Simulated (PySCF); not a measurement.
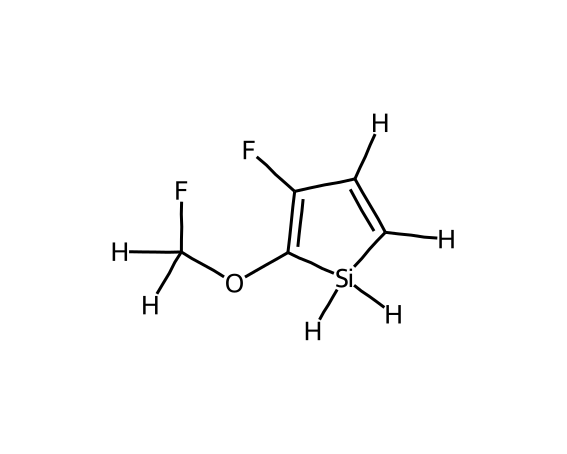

The geometry was computed by an optimisation with GFN2-xTB. No frequency run is at hand to confirm it as a minimum. Level of theory: CAM-B3LYP/def2-SVPD, gas phase (PySCF 2.14.0). Excitations: vertical, linear response.

Q: Give the lowest vertical singlet excitation at this level.

A: 4.10 eV.

Q: What is the mean static polarisability?

A: 87.7 bohr³.

Q: Estimate the HOMO energy (Kohn–Sham orbital).

A: −7.69 eV.

Q: Estimate the dipole moment.

A: 2.49 D.

The geometry is semi-empirical. Around Si such bond lengths and angles can be off by a tenth of an ångström or more and by several degrees, and values that hang on the shape move with them.
